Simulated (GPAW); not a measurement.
Consider Se on a S site in TiS.

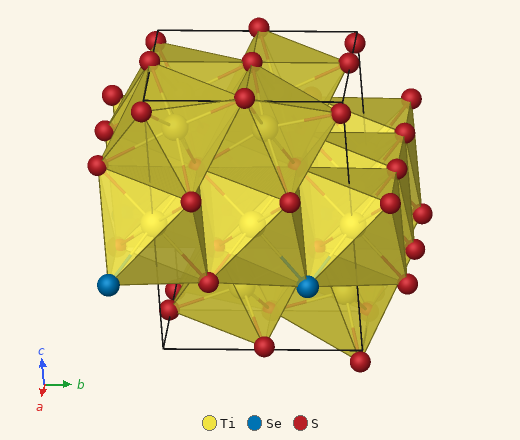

The structure (titanium yellow, selenium blue, sulfur red). Bonds to atoms that aren't drawn are left out. Some periodic images of atoms are drawn too.

```
Ti Se S
1.0
    -3.41700    5.91842    0.00000
    -3.41700   -5.91842    0.00000
     0.00000    3.94561    8.81833
Ti Se S
12 1 11
Direct
  0.38253 0.61747 0.85242
  0.41394 0.13424 0.85453
  0.86576 0.13424 0.85453
  0.86576 0.58606 0.85453
  0.61707 0.38293 0.14878
  0.66296 0.90243 0.14190
  0.09757 0.90243 0.14190
  0.09757 0.33704 0.14190
  0.49942 0.50058 0.50174
  0.50235 0.00286 0.50338
  0.99713 0.00287 0.50338
  0.99714 0.49765 0.50338
  0.22691 0.77309 0.31927
  0.21939 0.27547 0.33155
  0.72453 0.27547 0.33155
  0.72453 0.78061 0.33155
  0.77719 0.22281 0.66843
  0.77321 0.72257 0.67194
  0.27743 0.72257 0.67194
  0.27743 0.22679 0.67194
  0.01392 0.98608 0.95825
  0.00462 0.50893 0.01325
  0.49107 0.50893 0.01325
  0.49107 0.99538 0.01325
```

Absorber: atom 13, with 3 Ti at 2.57 Å and 3 Ti at 2.72 Å (distorted trigonal prismatic; the defect atom itself). Method: GPAW, LDA, excited-electron core hole (neutral cell), 24-atom cell with 6.8 Å between holes, 3×3×3 k points, dipole transitions, Gaussian full width 2.33 eV up to 4 eV, rising linearly to 3.5 eV at 25 eV.

Question: Where do the maxima of the Se K edge fall?

Main maxima up to 26 eV above the zero (height): 2.2 eV (1.19), 9.2 eV (1.48), 15.0 eV (0.89) and 20.8 eV (1.13). A K edge sees empty p states; the first features are Se p mixed into the empty d states of the Ti neighbours, and the broad ones above probably into the cations' higher empty bands. 

The Se K spectrum (energy from the lowest empty level; intensity scaled to a mean of 1 over the first 20 eV):

```
E (eV)  isotropic  ε ∥ x  ε ∥ z
  -2.0       0.01   0.01   0.01
  -0.5       0.26   0.25   0.27
   1.0       0.91   0.92   0.90
   2.5       1.18   1.21   1.11
   4.0       0.84   0.81   0.89
   5.5       0.94   0.86   1.10
   7.0       1.21   1.15   1.33
   8.5       1.41   1.43   1.38
  10.0       1.39   1.45   1.28
  11.5       0.93   0.92   0.95
  13.0       0.74   0.75   0.73
  14.5       0.87   0.87   0.86
  16.0       0.86   0.81   0.95
  17.5       0.82   0.80   0.87
  19.0       0.95   1.00   0.86
  20.5       1.12   1.18   1.02
  22.0       1.04   1.07   1.00
  23.5       0.80   0.79   0.84
  25.0       0.74   0.70   0.82
  26.5       0.81   0.81   0.80
```

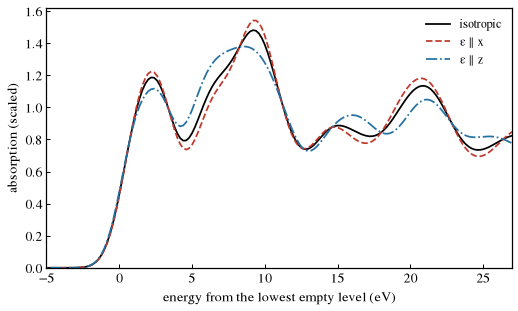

The Se K edge.

The script folds with a Gaussian, whereas the core hole's own line is a Lorentzian, so the onset is too steep and the first peak too high. The cell shows no gap over 0.35 eV; the host's own band filling, the defect's levels or the functional may be the cause. In so small a cell the defects form an ordered array, and no site is far from one. The mesh is coarse (0.36 Å⁻¹ between points), so small maxima may be mesh ripples.

[Banner, clock and machine lines of the logs are left out without a mark of their own.]

[Logs are printed without paths, hosts, clocks, repeated set-up lines and the standing remarks that a program may print on its own settings, such as how far it seeks lower states.]

[Hosts, paths, dates, database ids (printed as entryN), source tags and the programs' standing remarks are cut or masked in the printed files.]

[Lists of maxima count a maximum above −3 eV only where it reaches 4 % of the highest in the window and stands out from its surroundings by 2 % of it (1.5 % where it reaches 55 %); shoulders and weaker maxima are passed over, and of the rest the first, up to two pre-edge ones and the few strongest are named.]
